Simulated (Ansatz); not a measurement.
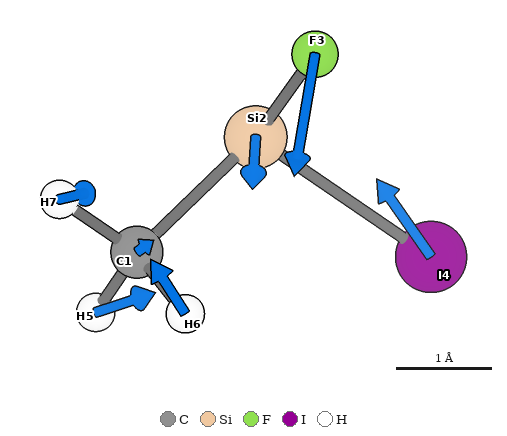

A relaxation of CH₃FISi (multiplicity 2). The starting structure is drawn; blue arrows show the displacements, magnified 30 times. The two geometries are superimposed by the best rigid fit.

Style: ball-and-stick. Shown at a tilt.

The start comes from PBE-D4/def2-SVP.

The calculation used Ansatz, UKS PBE0-D4/def2-TZVP.

Input
```yaml
crystal:
  periodic: [false, false, false]
  atoms:
    - {symbol: C, position_ang: [0.097865, 0.874745, -0.073815]}
    - {symbol: Si, position_ang: [0.357345, -0.966011, -0.412963]}
    - {symbol: F, position_ang: [1.297836, -1.557493, 0.802353]}
    - {symbol: I, position_ang: [-1.827869, -2.140317, -0.357853]}
    - {symbol: H, position_ang: [-0.553839, 1.318980, -0.851541]}
    - {symbol: H, position_ang: [-0.383176, 1.000019, 0.918596]}
    - {symbol: H, position_ang: [1.073138, 1.402177, -0.070378]}
basis:
  gaussian: {orbitals: def2-TZVP}
magnetization: {spin_polarized: true, initial_magnetization: 1}
hamiltonian: {xc: pbe0, dispersion: d4}
relax: {f_tol: 0.005, max_steps: 150}
```

Q: Atoms of which element are displaced furthest, and by how much?

A: Fluorine: up to 0.049 Å, against 0.034 Å for iodine.

Q: What happened in the run?

A: Over 7 geometry steps the energy falls by 1.26 kcal/mol. Largest force component: 1 eV/Å at the start, 0.0015 eV/Å at the end. The largest move after the best rigid fit is that of F3, 0.049 Å. Largest moves by element: F 0.049 Å, I 0.034 Å, H 0.027 Å, Si 0.025 Å, C 0.008 Å. Some distances before and after: Si2–F3 1.647 → 1.603 Å, Si2–I4 2.481 → 2.449 Å, C1–Si2 1.890 → 1.865 Å, C1–H5 1.108 → 1.091 Å.
